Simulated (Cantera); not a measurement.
A closed system holds: 1 mol Si, 0.063 mol N2O, 150 mol H2, equilibrated at 1300 K.

Equilibrium computed with Cantera from the NASA thermochemical tables; the gas is ideal and each condensed phase is pure. Candidate condensed phases: H2O, Si, SiO2, Si2N2O, Si3N4; 35 gas species. Mutual solubility and eutectic melting of coexisting phases are not modelled. Kinetics and transport are ignored.

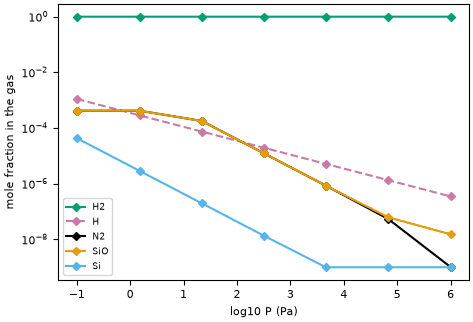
*Equilibrium gas composition (values under 1e-9 drawn at 1e-9)*

From 0.100 Pa to 1.50 Pa the condensed part is Si(s). From 22.0 Pa to 10.0 bar the condensed part is Si(s) + Si2N2O(s). The main Si-bearing gas is SiO at 0.100 Pa and SiH4 at 10.0 bar.
